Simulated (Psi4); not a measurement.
# UTPSSh/def2-SVPD run of C2H3BF (SMILES C=[C]BF)

What is the vertical ionisation energy of C2H3BF at UTPSSh/def2-SVPD? 

Program for the calculation: Psi4 1.11.

### Step 1. The structure to begin with

C2H3BF has 7 atoms, charge 0, and is taken as a doublet. SMILES: `C=[C]BF`. The shape is that of a GFN2-xTB optimisation.

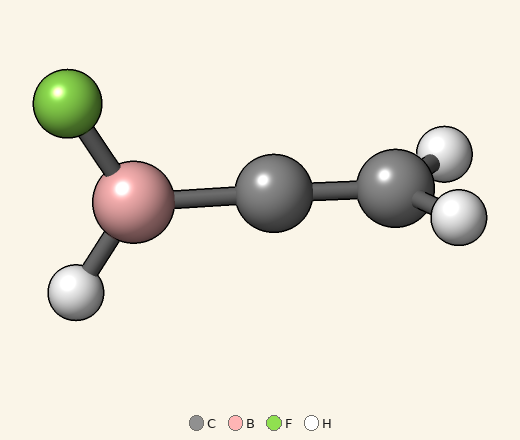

Viewed from a chosen angle; carbon grey, boron pink, fluorine green, hydrogen white.

### Step 2. Energy and gradient at UTPSSh/def2-SVPD

job.dat reads:

```
memory 1.6 GB

molecule {
  0 2
  C     -1.39696114     2.20495134     0.21476737
  C     -0.10525775     0.16125033     0.00396842
  B      1.37553165    -2.19580507    -0.30396245
  F      2.41820693    -3.28475974     1.72205073
  H     -0.56510370     4.07443850     0.08004880
  H     -3.41962950     2.22566274     0.54868198
  H      1.69321350    -3.18573810    -2.26559265
  units bohr
  symmetry c1
  no_reorient
  no_com
}

set {
  basis def2-SVPD
  reference uks
  puream true
  e_convergence 1e-09
  d_convergence 1e-08
  scf_type pk
  dft_radial_points 99
  dft_spherical_points 590
  maxiter 200
}

gradient("tpssh")
print_variables()
```

Started as:

```bash
$ psi4 job.dat job.out -n 1
```

job.out (excerpt; [...] marks lines left out):

```text
[...]
  Running in c1 symmetry.
[...]
  Nuclear repulsion =   88.617305534210885
[...]
  Multiplicity = 2
[...]
  Nalpha       = 15
  Nbeta        = 14
[...]
    Number of basis functions: 107
[...]
   @UKS iter   1:  -202.34888569079536   -4.67544e-01   5.51053e-03 ADIIS/DIIS
[...]
   @UKS iter  14:  -202.54067147540684   -1.62004e-12   8.19351e-09 DIIS
[...]
   @S^2 Observed:                7.595128680E-01
[...]
    Orbital Energies [Eh]
    ---------------------
    Alpha Occupied:
       1A    -24.614008     2A    -10.160457     3A    -10.152992
       4A     -6.757008     5A     -1.162779     6A     -0.768139
       7A     -0.596462     8A     -0.515198     9A     -0.462564
      10A     -0.457605    11A     -0.447198    12A     -0.431453
      13A     -0.336674    14A     -0.294538    15A     -0.243318
    Alpha Virtual:
      16A     -0.035326    17A     -0.005932    18A      0.017376
      19A      0.048147    20A      0.086549    21A      0.087991
      22A      0.105637    23A      0.122289    24A      0.141309
      25A      0.142001    26A      0.154245    27A      0.163859
[...]
  @UKS Final Energy:  -202.54067147540684
   => Energetics <=
    Nuclear Repulsion Energy =             88.6173055342108853
    One-Electron Energy =                -451.4710502058927091
    Two-Electron Energy =                 184.2316412208859049
    DFT Exchange-Correlation Energy =     -23.9185680246108916
    Empirical Dispersion Energy =           0.0000000000000000
    VV10 Nonlocal Energy =                  0.0000000000000000
    Total Energy =                       -202.5406714754068389
[...]
 Multipole Moments:
 ------------------------------------------------------------------------------------
     Multipole            Electronic (a.u.)      Nuclear  (a.u.)        Total (a.u.)
 ------------------------------------------------------------------------------------
 L = 1.  Multiply by 2.5417464519 to convert [e a0] to [Debye]
 Dipole X            :        -17.8189021           17.3366876           -0.4822145
 Dipole Y            :         23.9194767          -23.2302898            0.6891869
 Dipole Z            :        -13.8653902           13.6541972           -0.2111930
 Magnitude           :                                                    0.8672438
[...]
  -Total Gradient:
     Atom            X                  Y                   Z
    ------   -----------------  -----------------  -----------------
       1        0.011849314752    -0.019053089296    -0.001619222924
       2       -0.005607834330     0.008801379651     0.000232722085
       3       -0.003905870669     0.005905886523    -0.000662075793
       4       -0.004535906421     0.004494800141    -0.009709776014
       5       -0.006291276011    -0.007989632861     0.000989885305
       6        0.009919344713     0.002498076688    -0.001680325828
       7       -0.001445645794     0.005360887983     0.012408066414
[...]
```

Run time: 2 min. Hardware: 1 thread of Intel Xeon Platinum 8375C at 2.90GHz (Ice Lake), shared host; peak memory 0.62 GiB.

### Step 3. The singlet cation

c2h3bf.xyz reads:

```xyz
7
C2H3BF
C     -0.739240     1.166810     0.113650
C     -0.055700     0.085330     0.002100
B      0.727900    -1.161970    -0.160850
F      1.279660    -1.738220     0.911270
H     -0.299040     2.156100     0.042360
H     -1.809590     1.177770     0.290350
H      0.896010    -1.685820    -1.198900
```

run.py reads:

```python
import numpy as np
from ase.calculators.psi4 import Psi4
from ase.io import read

a = read('c2h3bf.xyz')
calc = Psi4(atoms=a, method='tpssh', basis='def2-SVPD', memory='1600MB', num_threads=1, charge=1, multiplicity=1, label='c2h3bf')
calc.psi4.set_options({'puream': True, 'e_convergence': 1e-09, 'd_convergence': 1e-08, 'scf_type': 'pk', 'dft_radial_points': 99, 'dft_spherical_points': 590})
a.calc = calc

forces = a.get_forces()
print(f'energy: {a.get_potential_energy():.6f} eV')
print('forces / eV A^-1')
print(np.round(forces, 5))
```

Started as:

```bash
$ python run.py
```

c2h3bf.dat (excerpt; [...] marks lines left out):

```text
[...]
  Running in c1 symmetry.
[...]
  Nuclear repulsion =   88.617305522116666
[...]
  Multiplicity = 1
[...]
  Nalpha       = 14
  Nbeta        = 14
[...]
    Number of basis functions: 107
[...]
   @RKS iter   1:  -202.09578137659696   -2.14440e-01   4.23222e-03 DIIS/ADIIS
[...]
   @RKS iter  11:  -202.18846102790775   -4.26326e-13   2.15609e-09 DIIS
[...]
  @RKS Final Energy:  -202.18846102790775
   => Energetics <=
    Nuclear Repulsion Energy =             88.6173055221166663
    One-Electron Energy =                -443.8195372074006855
    Two-Electron Energy =                 176.6184267119495814
    DFT Exchange-Correlation Energy =     -23.6046560545733364
    Empirical Dispersion Energy =           0.0000000000000000
    VV10 Nonlocal Energy =                  0.0000000000000000
    Total Energy =                       -202.1884610279077492
[...]
 Multipole Moments:
 ------------------------------------------------------------------------------------
     Multipole            Electronic (a.u.)      Nuclear  (a.u.)        Total (a.u.)
 ------------------------------------------------------------------------------------
 L = 1.  Multiply by 2.5417464519 to convert [e a0] to [Debye]
 Dipole X            :          2.0613846           -3.3842497           -1.3228651
 Dipole Y            :         -2.8900841            4.7604221            1.8703379
 Dipole Z            :          1.1180354           -1.7760239           -0.6579885
 Magnitude           :                                                    2.3835026
[...]
  -Total Gradient:
     Atom            X                  Y                   Z
    ------   -----------------  -----------------  -----------------
       1       -0.020289271388     0.032089211238     0.003792910574
       2        0.052381060826    -0.085195271627    -0.017614896557
       3       -0.055300350583     0.083181961241    -0.007904293853
       4        0.013859642035    -0.018148090242     0.012745054182
       5       -0.009472478431    -0.014773295453     0.001621529952
       6        0.017355787798     0.002513863070    -0.002730446437
       7        0.001447481039     0.000350349088     0.010049327198
[...]
```

Standard output:

```text
energy: -5501.828263 eV
forces / eV A^-1
[[ 1.04332 -1.65009 -0.19504]
 [-2.69354  4.38092  0.90579]
 [ 2.84366 -4.27739  0.40646]
 [-0.71269  0.93321 -0.65538]
 [ 0.48709  0.75967 -0.08338]
 [-0.89247 -0.12927  0.14041]
 [-0.07443 -0.01802 -0.51676]]
```

It took 60 s on 1 thread of Intel Xeon Platinum 8375C at 2.90GHz (Ice Lake), shared host; peak memory 0.63 GiB.

### Step 4. Results

Level: UTPSSh/def2-SVPD.

| quantity | value |
| --- | --- |
| doublet C2H3BF: total energy | -202.54067 Eh |
| doublet C2H3BF: dipole moment | 2.20 D |
| doublet C2H3BF: HOMO energy (highest over α and β) | -6.62 eV |
| doublet C2H3BF: LUMO energy (lowest over α and β) | -3.83 eV |
| doublet C2H3BF: ⟨S²⟩ | 0.760 |
| doublet C2H3BF: largest force on an atom | 1.157 eV/Å |
| singlet cation: total energy | -202.18846 Eh |
| singlet cation: HOMO energy | -15.11 eV |
| singlet cation: LUMO energy | -12.46 eV |
| singlet cation: HOMO–LUMO gap | 2.65 eV |
| singlet cation: largest force on an atom | 5.222 eV/Å |
| vertical ionisation energy (to the singlet cation) | 9.584 eV |

**Reading.** The vertical ionisation energy comes to 9.58 eV (925 kJ/mol). The largest force (doublet C2H3BF) is 1.16 eV/Å: the shape isn't a stationary point for this species at this level. Only the singlet of the ionised species was computed; a triplet could lie lower.
